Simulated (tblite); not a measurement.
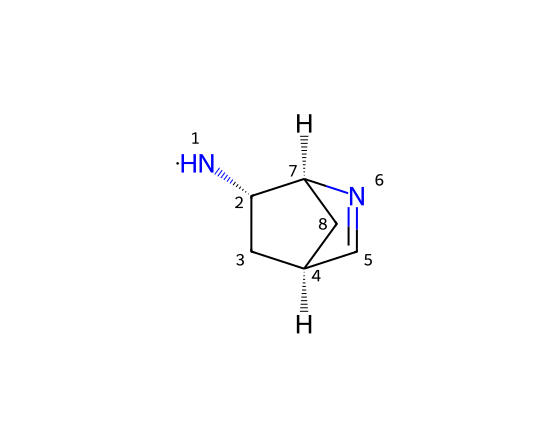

Skeletal drawing with numbered atoms; wedges and dashes mark any stereocentres. The configuration is that of a computed structure (GFN2-xTB).

Question: What are the Cahn–Ingold–Prelog descriptors?

Answer: C2: S; C4: S; C7: S.
